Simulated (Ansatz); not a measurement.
**GeH₂O: a spread of methods and bases**

How do the results and run time of GeH₂O respond when the settings are drawn wide?

Computed with Ansatz 0.2.0, Gaussian basis. Level: the settings change from run to run.

## Step 1: The relaxed structure

The geometry comes from an earlier relaxation with PBE0-D4 in a triple-zeta def2 set; it is a stationary point.

SMILES `[OH][GeH]`, 4 atoms, charge 0, spin multiplicity 1.

Atoms are counted from 1 here; the program's logs count them from 0.

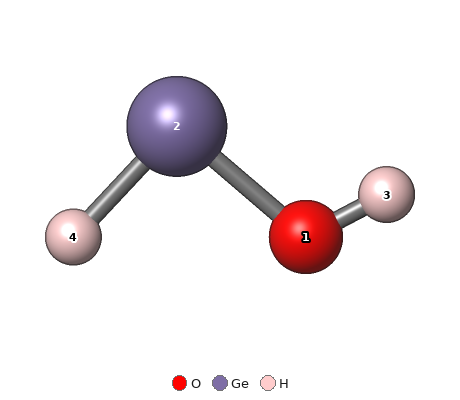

The geometry (oxygen red, germanium purple, hydrogen pink); atoms are numbered from 1 in the order of the file.

Geometry (Å):

```csv
atom,x (Å),y (Å),z (Å)
O1,-0.1223,-0.6622,0.5163
Ge2,0.5116,0.5661,-0.6219
H3,0.5435,-1.3222,0.7289
H4,-0.8773,1.3581,-0.6435
```

## Step 2: r2SCAN50/def2-mTZVPP

This run has coordinates scaled by 1.25.

in.yaml

```yaml
crystal:
  periodic: [false, false, false]
  atoms:
    - {symbol: O, position_ang: [-0.152901, -0.827792, 0.645356]}
    - {symbol: Ge, position_ang: [0.639557, 0.707571, -0.777400]}
    - {symbol: H, position_ang: [0.679381, -1.652777, 0.911081]}
    - {symbol: H, position_ang: [-1.096662, 1.697624, -0.804412]}
basis:
  gaussian: {orbitals: def2-mTZVPP}
hamiltonian: {xc: {name: r2SCAN50}}
output: {forces: true}
```

Started as:

```console
ansatz run in.yaml --threads 2 --pin off --events-out ev --progress --plain --max-ram 20480MiB --backend cpu
```

The log of the run:

```text
Functional definition: r2SCAN50
  name "r2SCAN50"
  cite "Bursch, Neugebauer, Ehlert & Grimme, J. Chem. Phys. 156, 134105 (2022) doi:10.1063/5.0086040"
  cite "Furness, Kaplan, Ning, Perdew & Sun, J. Phys. Chem. Lett. 11, 8208 (2020) doi:10.1021/acs.jpclett.0c02405"
  cite "Furness, Kaplan, Ning, Perdew & Sun, J. Phys. Chem. Lett. 11, 9248 (2020) doi:10.1021/acs.jpclett.0c03077"
  parent r2scan
  parameter a = 0.5
  parameter k0 = 0.174
  parameter k1 = 0.065
  parameter a1 = 4.9479
  exchange = (1 - a)*r2scan_x(k0 = k0, k1 = k1, a1 = a1) + a*exact_x
  correlation = r2scan_c
651 factors; integrals over basis functions are off by at most 1.0e-3 eV
mean field evaluation 1: about -58586.2730 eV, gradient 5.2e1 eV
mean field evaluation 2: about -58524.4469 eV, gradient 1.5e2 eV
mean field evaluation 4: about -58591.9797 eV, gradient 2.6e0 eV
mean field evaluation 8: about -58591.9980 eV, gradient 1.0e-1 eV
mean field evaluation 16: about -58591.9982 eV, gradient 2.3e-5 eV
mean field -58591.99818865 eV, -2153.2162183501 hartree, gradient 2.3e-5 eV, S^2 0.000000; 0 other end points of the search recorded, 0 dependent functions left out
the calculation of the forces begins
reference -58591.99819269 eV, -2153.2162184985 hartree; 21, 21 occupied and 49, 49 virtual orbitals, 651 factors
Total energy: -58591.99819269 eV, -2153.2162184985 hartree
Atom 0 at    -0.152901    -0.827792     0.645356 Å, force     5.531408    -1.628079    -1.017426 eV/Å
Atom 1 at     0.639557     0.707571    -0.777400 Å, force    -3.722815    -1.553876     2.597160 eV/Å
Atom 2 at     0.679381    -1.652777     0.911081 Å, force    -4.267378     4.644309    -1.661554 eV/Å
Atom 3 at    -1.096662     1.697624    -0.804412 Å, force     2.458784    -1.462353     0.081820 eV/Å
Dipole moment:     0.594122     0.187590    -0.370942 e Å
```

It took 1.4 s on 2 threads of AMD EPYC 7R13, shared host.

Largest force 6.522 eV/Å, dipole 3.48 D.

## Step 3: wB97/def2-TZVPD

Options: charge -1, multiplicity 2, density fitting with def2-universal-jkfit, finite nuclei, high accuracy, the search for lower states set to light.

in.yaml

```yaml
crystal:
  periodic: [false, false, false]
  atoms:
    - {symbol: O, position_ang: [-0.122321, -0.662233, 0.516285]}
    - {symbol: Ge, position_ang: [0.511645, 0.566057, -0.621920]}
    - {symbol: H, position_ang: [0.543504, -1.322222, 0.728865]}
    - {symbol: H, position_ang: [-0.877329, 1.358099, -0.643530]}
basis:
  gaussian: {orbitals: def2-TZVPD, fitting: {mean_field: def2-universal-jkfit}, nuclear_model: gaussian}
total_charge: -1
magnetization: {spin_polarized: true, initial_magnetization: 1}
hamiltonian: {xc: {name: wB97}}
accuracy: high
scf: {lower_state_search: light}
```

The command is unchanged.

The log of the run, cut to the lines that bear on the results:

```text
Functional definition: wB97
  name "wB97"
  cite "Chai & Head-Gordon, J. Chem. Phys. 128, 084106 (2008) doi:10.1063/1.2834918"
  cite "Becke, J. Chem. Phys. 107, 8554 (1997) doi:10.1063/1.475007"
[...]
  # The coefficients of nought are those of the uniform gas.
[...]
      + integral(e_c_pw_opposite_spin*poly(b97_u_opposite, 1, cos1, cos2, cos3, cos4))
379 factors; integrals over basis functions are off by at most 8.8e-1 eV
379 factors; integrals over basis functions are off by at most 3.3e-3 eV
[...]
mean field -58602.24800081 eV, -2153.5928919992 hartree, gradient 7.6e-8 eV, S^2 0.754935; 0 other end points of the search recorded, 0 dependent functions left out
reference -58602.24800021 eV, -2153.5928919773 hartree; 22, 21 occupied and 90, 91 virtual orbitals, 379 factors
Total energy: -58602.24800021 eV, -2153.5928919773 hartree
```

Run time: 13 s. Hardware: 2 threads of AMD EPYC 7R13, shared host; peak memory 0.52 GiB.

⟨S²⟩ 0.755.

## Step 4: PBE0/def2-mTZVP

Set apart from the defaults: atoms shaken by 0.08 Å, density fitting with cc-pVTZ-jkfit, D3(BJ) dispersion, high accuracy.

in.yaml

```yaml
crystal:
  periodic: [false, false, false]
  atoms:
    - {symbol: O, position_ang: [-0.173089, -0.563194, 0.443874]}
    - {symbol: Ge, position_ang: [0.397015, 0.694689, -0.733417]}
    - {symbol: H, position_ang: [0.603519, -1.297632, 0.725430]}
    - {symbol: H, position_ang: [-0.854350, 1.286679, -0.695192]}
basis:
  gaussian: {orbitals: def2-mTZVP, fitting: {mean_field: cc-pVTZ-jkfit}}
hamiltonian: {xc: {name: PBE0}, dispersion: d3bj}
accuracy: high
output: {forces: true}
```

The command is unchanged.

The log of the run, cut to the lines that bear on the results:

```text
Functional definition: PBE0
  name "PBE0"
  cite "Adamo & Barone, J. Chem. Phys. 110, 6158 (1999) doi:10.1063/1.478522"
  cite "Perdew, Burke & Ernzerhof, Phys. Rev. Lett. 77, 3865 (1996) doi:10.1103/PhysRevLett.77.3865"
  parent pbe
[...]
346 factors; integrals over basis functions are off by at most 1.5e-1 eV
[...]
mean field -58588.05873783 eV, -2153.0714462027 hartree, gradient 8.6e-8 eV, S^2 0.000000; 0 other end points of the search recorded, 0 dependent functions left out
[...]
reference -58588.05873975 eV, -2153.0714462732 hartree; 21, 21 occupied and 45, 45 virtual orbitals, 346 factors
Total energy: -58588.09714939 eV, -2153.0728578017 hartree
Atom 0 at    -0.173089    -0.563194     0.443874 Å, force     3.197570    -2.916703     1.105308 eV/Å
Atom 1 at     0.397015     0.694689    -0.733417 Å, force     4.191892    -2.318120     0.141072 eV/Å
Atom 2 at     0.603519    -1.297632     0.725430 Å, force    -3.146350     3.170614    -1.315140 eV/Å
Atom 3 at    -0.854350     1.286679    -0.695192 Å, force    -4.243113     2.064210     0.068759 eV/Å
Dipole moment:     0.187204    -0.014506    -0.055335 e Å
```

Run time: 0.96 s. Hardware: 2 threads of AMD EPYC 7R13, shared host.

Largest force 4.792 eV/Å, dipole 0.94 D.

## Step 5: wB97X/def2-TZVPP

Options: finite nuclei, a point charge of 1.00 e beside it, the search for lower states set to full.

in.yaml

```yaml
crystal:
  periodic: [false, false, false]
  atoms:
    - {symbol: O, position_ang: [-0.122321, -0.662233, 0.516285]}
    - {symbol: Ge, position_ang: [0.511645, 0.566057, -0.621920]}
    - {symbol: H, position_ang: [0.543504, -1.322222, 0.728865]}
    - {symbol: H, position_ang: [-0.877329, 1.358099, -0.643530]}
basis:
  gaussian: {orbitals: def2-TZVPP, nuclear_model: gaussian, point_charges: [{charge: 1.00, position_ang: [3.950, -0.493, 0.611]}]}
hamiltonian: {xc: {name: wB97X}}
scf: {lower_state_search: full}
output: {forces: true}
```

The command is unchanged.

The log of the run, cut to the lines that bear on the results:

```text
Functional definition: wB97X
  name "wB97X"
  cite "Chai & Head-Gordon, J. Chem. Phys. 128, 084106 (2008) doi:10.1063/1.2834918"
  cite "Becke, J. Chem. Phys. 107, 8554 (1997) doi:10.1063/1.475007"
[...]
  # The coefficients of nought are those of the uniform gas.
[...]
      + exact_x_lr(omega)
[...]
      + integral(e_c_pw_opposite_spin*poly(b97_u_opposite, 1, cos1, cos2, cos3, cos4))
658 factors; their error is unknown
130 factors; integrals over basis functions are off by at most 3.8e-5 eV
[...]
mean field -58599.04971694 eV, -2153.4753572349 hartree, gradient 4.7e-5 eV, S^2 0.000000; 0 other end points of the search recorded, 0 dependent functions left out
[...]
reference -58599.04969462 eV, -2153.4753564149 hartree; 21, 21 occupied and 86, 86 virtual orbitals, 658 factors
Total energy: -58599.04969462 eV, -2153.4753564149 hartree
Atom 0 at    -0.122321    -0.662233     0.516285 Å, force     0.442537    -0.061994    -0.064938 eV/Å
Atom 1 at     0.511645     0.566057    -0.621920 Å, force    -0.412741     0.112146     0.407479 eV/Å
Atom 2 at     0.543504    -1.322222     0.728865 Å, force    -0.402346    -0.020497     0.004930 eV/Å
Atom 3 at    -0.877329     1.358099    -0.643530 Å, force     0.530315    -0.179519    -0.188021 eV/Å
Dipole moment:    -0.077004     0.041742    -0.174228 e Å
```

Wall time 2.7 s (2 threads of AMD EPYC 7R13, shared host).

Largest force 0.591 eV/Å, dipole 0.94 D.

## Step 6: RPBE/cc-pVTZ-DK

Set apart from the defaults: charge +1, multiplicity 2, atoms shaken by 0.08 Å, a point charge of 0.50 e beside it.

in.yaml

```yaml
crystal:
  periodic: [false, false, false]
  atoms:
    - {symbol: O, position_ang: [-0.207738, -0.638813, 0.499378]}
    - {symbol: Ge, position_ang: [0.563228, 0.457652, -0.736645]}
    - {symbol: H, position_ang: [0.724920, -1.357414, 0.691341]}
    - {symbol: H, position_ang: [-0.845952, 1.392528, -0.549230]}
basis:
  gaussian: {orbitals: cc-pVTZ-DK, point_charges: [{charge: 0.50, position_ang: [4.347, 0.205, 0.746]}]}
total_charge: 1
magnetization: {spin_polarized: true, initial_magnetization: 1}
hamiltonian: {xc: {name: RPBE}}
```

The command is unchanged.

The log of the run:

```text
Functional definition: RPBE
  name "RPBE"
  cite "Hammer, Hansen & Nørskov, Phys. Rev. B 59, 7413 (1999) doi:10.1103/PhysRevB.59.7413"
  cite "Perdew, Burke & Ernzerhof, Phys. Rev. Lett. 77, 3865 (1996) doi:10.1103/PhysRevLett.77.3865"
  parameter kappa = 0.804
  parameter beta = 0.06672455060314922
  exchange = rpbe_x(kappa = kappa, mu = beta*pi^2/3)
  correlation = pbe_c(beta = beta)
660 factors; their error is unknown
mean field evaluation 1: about -59153.2587 eV, gradient 8.7e1 eV
mean field evaluation 2: about -58921.4978 eV, gradient 1.6e2 eV
mean field evaluation 4: about -59178.8726 eV, gradient 1.5e1 eV
mean field evaluation 8: about -59180.0489 eV, gradient 1.6e-1 eV
mean field evaluation 16: about -59180.0388 eV, gradient 1.1e-3 eV
mean field -59180.03884759 eV, -2174.8263139780 hartree, gradient 7.1e-5 eV, S^2 0.758047; 1 other end points of the search recorded, 0 dependent functions left out
reference -59180.03888044 eV, -2174.8263151852 hartree; 21, 20 occupied and 80, 81 virtual orbitals, 660 factors
Total energy: -59180.03888044 eV, -2174.8263151852 hartree
Relativity: scalar
```

Wall time 1.8 s (2 threads of AMD EPYC 7R13, shared host).

⟨S²⟩ 0.758.

## Step 7: B97/aug-pcseg-2

Set apart from the defaults: unrestricted orbitals, a point charge of -1.00 e beside it, high accuracy, the search for lower states set to off.

in.yaml

```yaml
crystal:
  periodic: [false, false, false]
  atoms:
    - {symbol: O, position_ang: [-0.122321, -0.662233, 0.516285]}
    - {symbol: Ge, position_ang: [0.511645, 0.566057, -0.621920]}
    - {symbol: H, position_ang: [0.543504, -1.322222, 0.728865]}
    - {symbol: H, position_ang: [-0.877329, 1.358099, -0.643530]}
basis:
  gaussian: {orbitals: aug-pcseg-2, point_charges: [{charge: -1.00, position_ang: [3.380, -0.843, 0.267]}]}
magnetization: {spin_polarized: true, initial_magnetization: 0}
hamiltonian: {xc: {name: B97}}
accuracy: high
scf: {lower_state_search: off}
```

Launched as before.

The log of the run, cut to the lines that bear on the results:

```text
Functional definition: B97
  name "B97"
  cite "Becke, J. Chem. Phys. 107, 8554 (1997) doi:10.1063/1.475007"
[...]
      + integral(e_c_pw_opposite_spin*poly(b97_u_opposite, cos0, cos1, cos2))
[...]
2242 factors; integrals over basis functions are off by at most 4.3e-9 eV
[...]
mean field -58596.92012665 eV, -2153.3970962353 hartree, gradient 4.9e-8 eV, S^2 0.000000; 0 other end points of the search recorded, 0 dependent functions left out
reference -58596.92012957 eV, -2153.3970963429 hartree; 21, 21 occupied and 130, 130 virtual orbitals, 2242 factors
Total energy: -58596.92012957 eV, -2153.3970963429 hartree
Checks for a lower state left out: stability, starts, cluster_reference, orbital_swaps, neighbouring_geometries, increment
```

Run time: 13 s. Hardware: 2 threads of AMD EPYC 7R13, shared host; peak memory 0.65 GiB.

⟨S²⟩ 0.000.

## Step 8: r2SCAN0/aug-cc-pVTZ

Set apart from the defaults: charge +1, multiplicity 2, atoms shaken by 0.15 Å, D3(BJ) with three-body dispersion.

in.yaml

```yaml
crystal:
  periodic: [false, false, false]
  atoms:
    - {symbol: O, position_ang: [-0.117819, -0.485695, 0.618918]}
    - {symbol: Ge, position_ang: [0.435022, 0.646460, -0.302953]}
    - {symbol: H, position_ang: [0.335102, -1.470440, 0.727090]}
    - {symbol: H, position_ang: [-1.234969, 1.023179, -0.579487]}
basis:
  gaussian: {orbitals: aug-cc-pVTZ}
total_charge: 1
magnetization: {spin_polarized: true, initial_magnetization: 1}
hamiltonian: {xc: {name: r2SCAN0}, dispersion: d3bjatm}
```

Same command.

The log of the run, cut to the lines that bear on the results:

```text
Functional definition: r2SCAN0
  name "r2SCAN0"
  cite "Bursch, Neugebauer, Ehlert & Grimme, J. Chem. Phys. 156, 134105 (2022) doi:10.1063/5.0086040"
  cite "Furness, Kaplan, Ning, Perdew & Sun, J. Phys. Chem. Lett. 11, 8208 (2020) doi:10.1021/acs.jpclett.0c02405"
  cite "Furness, Kaplan, Ning, Perdew & Sun, J. Phys. Chem. Lett. 11, 9248 (2020) doi:10.1021/acs.jpclett.0c03077"
  parent r2scan
[...]
848 factors; their error is unknown
[...]
mean field -58587.24307515 eV, -2153.0414711522 hartree, gradient 6.9e-5 eV, S^2 0.776924; 0 other end points of the search recorded, 0 dependent functions left out
reference -58587.24308614 eV, -2153.0414715561 hartree; 21, 20 occupied and 130, 131 virtual orbitals, 848 factors
Total energy: -58587.25638268 eV, -2153.0419601949 hartree
```

Run time: 6 s. Hardware: 2 threads of AMD EPYC 7R13, shared host; peak memory 0.41 GiB.

⟨S²⟩ 0.777.

## Step 9: revPBE/def2-TZVP

in.yaml

```yaml
crystal:
  periodic: [false, false, false]
  atoms:
    - {symbol: O, position_ang: [-0.122321, -0.662233, 0.516285]}
    - {symbol: Ge, position_ang: [0.511645, 0.566057, -0.621920]}
    - {symbol: H, position_ang: [0.543504, -1.322222, 0.728865]}
    - {symbol: H, position_ang: [-0.877329, 1.358099, -0.643530]}
basis:
  gaussian: {orbitals: def2-TZVP}
hamiltonian: {xc: {name: revPBE}}
```

Launched as before.

The log of the run:

```text
Functional definition: revPBE
  name "revPBE"
  cite "Zhang & Yang, Phys. Rev. Lett. 80, 890 (1998) doi:10.1103/PhysRevLett.80.890"
  cite "Perdew, Burke & Ernzerhof, Phys. Rev. Lett. 77, 3865 (1996) doi:10.1103/PhysRevLett.77.3865"
  parameter kappa = 1.245
  parameter beta = 0.06672455060314922
  exchange = pbe_x(kappa = kappa, mu = beta*pi^2/3)
  correlation = pbe_c(beta = beta)
597 factors; their error is unknown
mean field evaluation 1: about -58586.2977 eV, gradient 6.7e1 eV
mean field evaluation 2: about -58490.5682 eV, gradient 1.8e2 eV
mean field evaluation 4: about -58593.1235 eV, gradient 1.4e1 eV
mean field evaluation 8: about -58593.6336 eV, gradient 1.2e-1 eV
mean field evaluation 16: about -58593.6227 eV, gradient 7.0e-5 eV
mean field -58593.62268882 eV, -2153.2759176300 hartree, gradient 7.0e-5 eV, S^2 0.000000; 0 other end points of the search recorded, 0 dependent functions left out
reference -58593.62272199 eV, -2153.2759188493 hartree; 21, 21 occupied and 70, 70 virtual orbitals, 597 factors
Total energy: -58593.62272199 eV, -2153.2759188493 hartree
```

Wall time 0.81 s (2 threads of AMD EPYC 7R13, shared host).

## Step 10: B97M-V/cc-pVTZ-DK

Set apart from the defaults: unrestricted orbitals, density fitting with cc-pVTZ-jkfit, high accuracy.

Changes to in.yaml since step 9:

```diff
@@ -8,3 +8,6 @@
 basis:
-  gaussian: {orbitals: def2-TZVP}
-hamiltonian: {xc: {name: revPBE}}
+  gaussian: {orbitals: cc-pVTZ-DK, fitting: {mean_field: cc-pVTZ-jkfit}}
+magnetization: {spin_polarized: true, initial_magnetization: 0}
+hamiltonian: {xc: {name: B97M-V}}
+accuracy: high
+output: {forces: true}
```

Launched as before.

The log of the run, cut to the lines that bear on the results:

```text
Functional definition: B97M-V
  name "B97M-V"
  cite "Mardirossian & Head-Gordon, J. Chem. Phys. 142, 074111 (2015) doi:10.1063/1.4907719"
  cite "Becke, J. Chem. Phys. 107, 8554 (1997) doi:10.1063/1.475007"
  cite "Vydrov & Van Voorhis, J. Chem. Phys. 133, 244103 (2010) doi:10.1063/1.3521275"
  # Of w^i u^j: cxij and so on, Table III.
[...]
  gx(w, u) = cx00 + cx01*u + cx02*u^2 + (cx10 + cx11*u)*w
  gss(w, u) = css00 + css02*u^2 + css10*w + (css32*w^3 + css42*w^4)*u^2
  gos(w, u) = cos00 + cos01*u + cos03*u^3 + cos10*w + cos32*w^3*u^2
[...]
      + integral(e_c_pw_mod_opposite_spin*gos(b97_w_opposite, b97_u_opposite)) + vv10(b, c)
346 factors; integrals over basis functions are off by at most 7.4e-1 eV
[...]
mean field -59179.43118435 eV, -2174.8039827658 hartree, gradient 9.1e-8 eV, S^2 0.000000; 0 other end points of the search recorded, 0 dependent functions left out
[...]
reference -59179.43118882 eV, -2174.8039829299 hartree; 21, 21 occupied and 80, 80 virtual orbitals, 346 factors
Total energy: -59179.43118882 eV, -2174.8039829299 hartree
Relativity: scalar
Atom 0 at    -0.122321    -0.662233     0.516285 Å, force     0.087851    -0.038127    -0.007565 eV/Å
Atom 1 at     0.511645     0.566057    -0.621920 Å, force    -0.006454    -0.083259     0.062591 eV/Å
Atom 2 at     0.543504    -1.322222     0.728865 Å, force    -0.073459     0.118908    -0.056509 eV/Å
Atom 3 at    -0.877329     1.358099    -0.643530 Å, force    -0.007938     0.002478     0.001482 eV/Å
Dipole moment:     0.294965    -0.113069    -0.035278 e Å
```

Run time: 15 s. Hardware: 2 threads of AMD EPYC 7R13, shared host; peak memory 0.53 GiB.

Largest force 0.151 eV/Å, dipole 1.53 D, ⟨S²⟩ 0.000.

## Step 11: All runs side by side

```
               level  charge  multiplicity               geometry  functions  energy (eV)    time
r2SCAN50/def2-mTZVPP       0             1                 scaled         70   -58591.998   1.4 s
     wB97/def2-TZVPD      -1             2                relaxed        112   -58602.248    13 s
     PBE0/def2-mTZVP       0             1                 shaken         66   -58588.097  0.96 s
    wB97X/def2-TZVPP       0             1  relaxed, point charge        107   -58599.050   2.7 s
     RPBE/cc-pVTZ-DK       1             2   shaken, point charge        101   -59180.039   1.8 s
     B97/aug-pcseg-2       0             1  relaxed, point charge        151   -58596.920    13 s
 r2SCAN0/aug-cc-pVTZ       1             2                 shaken        151   -58587.256     6 s
    revPBE/def2-TZVP       0             1                relaxed         91   -58593.623  0.81 s
   B97M-V/cc-pVTZ-DK       0             1                relaxed        101   -59179.431    15 s
```

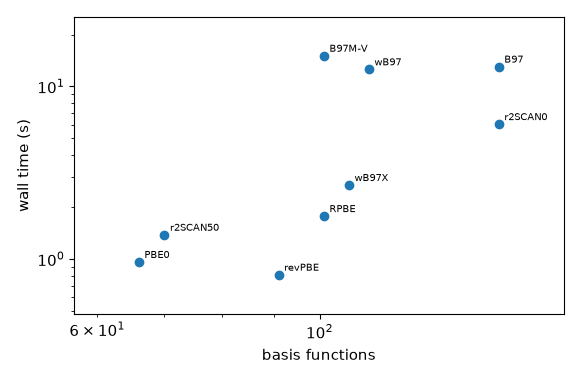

Wall time against the number of basis functions (shared host).

## Step 12: Results

```
                                         quantity                     value
                                             runs                         9
                                         quickest  revPBE/def2-TZVP, 0.81 s
                                          slowest   B97M-V/cc-pVTZ-DK, 15 s
spread of total energies, same state and geometry                  585.8 eV
```

What this shows: B97M-V/cc-pVTZ-DK took 19 times as long as revPBE/def2-TZVP. The jobs differ in tasks and options as well as level. The totals spread over 586 eV; they can't be compared across methods or bases. Some of these runs are scalar-relativistic and others not, which shifts the totals of all-electron atoms past neon by eV; core potentials, where a basis has them, take the core out of the total altogether. At the PBE0-D4/def2-TZVP geometry and in the same state, runs without warnings or point charges leave forces up to 0.15 eV/Å (B97M-V/cc-pVTZ-DK), against 6.5 eV/Å where the atoms were moved.
